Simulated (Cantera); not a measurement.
Charge: 1 mol PbS, 1600 mol H2, held at 51.0 mbar.

These are equilibrium values from Cantera (NASA tables, ideal gas, pure condensed phases), not measurements of a reactor. Candidate condensed phases: Pb, PbS, S; 10 gas species. Equilibrium is a limit: real reactors are often held back by kinetics, nucleation or transport.

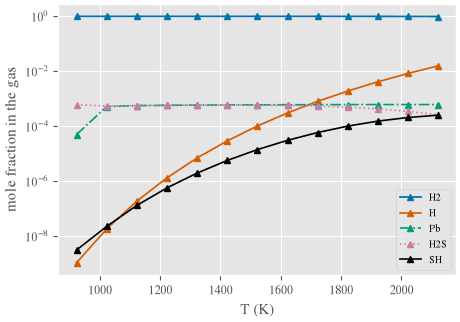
*Equilibrium gas composition (values under 1e-9 drawn at 1e-9)*

Read off the mole fractions at 1523 K.

H2 about 1.00, Pb about 0.00060, H2S about 0.00059, H about 0.00010, SH about 1.4e-5.
